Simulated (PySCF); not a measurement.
SMILES [SiH3]/C=C/[Si](Cl)(Cl)Cl (C₂H₅Cl₃Si₂), singlet at its CAM-B3LYP/def2-SVP optimised geometry (Å):

```
12

Si    -0.4919    -0.3464     0.0000
C     -1.1325    -1.2261     1.5310
C     -1.9167    -0.6565     2.4566
Si    -2.5486    -1.5199     3.9633
Cl    -1.8745    -3.4569     4.0237
Cl    -4.6000    -1.5325     3.9697
Cl    -1.9210    -0.5464     5.6564
H      0.9970    -0.3464     0.0000
H     -0.9595    -1.0528    -1.2244
H     -0.9970     1.0528     0.0000
H     -0.8454    -2.2763     1.6771
H     -2.2220     0.3926     2.3404
```

Method: CAM-B3LYP/def2-TZVP (PySCF).

Map of the Laplacian of the electron density (e/bohr⁵), clipped to [-1.50, 1.50] on the plane z = 0.6 Å:

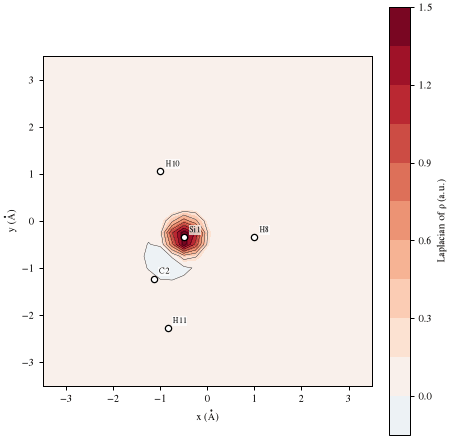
Laplacian of the electron density (e/bohr⁵), clipped to [-1.50, 1.50] on the plane z = 0.6 Å.
